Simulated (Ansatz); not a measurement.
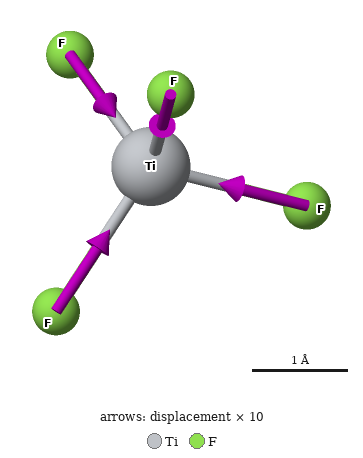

A relaxation of TiF$_{4}$. The starting structure is drawn; purple arrows show the displacements, magnified 10 times. The two geometries are superimposed by the best rigid fit.

A ball-and-stick model, seen at a tilt.

The run prepares the start of a later molecular dynamics calculation, from a guessed geometry.

Computed with RKS PBE0-D4/def2-SVP (Ansatz 0.2.0).

Input file:
```yaml
crystal:
  periodic: [false, false, false]
  atoms:
    - { symbol: Ti, position_ang: [0.0, 0.0, 0.0] }
    - { symbol: F, position_ang: [0.0, 0.0, 1.83] }
    - { symbol: F, position_ang: [1.7257, 0.0, -0.6094] }
    - { symbol: F, position_ang: [-0.8619, 1.4933, -0.6094] }
    - { symbol: F, position_ang: [-0.8619, -1.4933, -0.6094] }
basis:
  gaussian: { orbitals: def2-SVP }
hamiltonian:
  xc: pbe0
  dispersion: d4
relax:
  f_tol: 0.02
  max_steps: 40
output:
  orbitals: {}
```

Command:
```bash
ansatz run input.yaml --threads 1 --pin off --max-ram 2048MiB --backend cpu --events-out ev --progress --plain --runs-dir out
```

Atoms of which element are displaced furthest, and by how much?

Answer. Fluorine: up to 0.10 Å, against 0.00 Å for titanium.

What did the optimiser do to the structure, and how much energy did it gain?

Answer. The largest moves after the best rigid fit, 0.10 Å, are those of F2, F3, F4 and F5. Ti stays in place. Among the contacts that change: Ti1–F2 1.830 → 1.726 Å. The energy falls by 68.1 kJ/mol in 3 geometry steps. The largest force component goes from 3.1 to 0.0038 eV/Å. Cost: 26 s on 1 thread of Intel(R) Xeon(R) Platinum 8375C CPU @ 2.90GHz (Ice Lake), with other jobs on the host, peak memory 0.2 GiB.
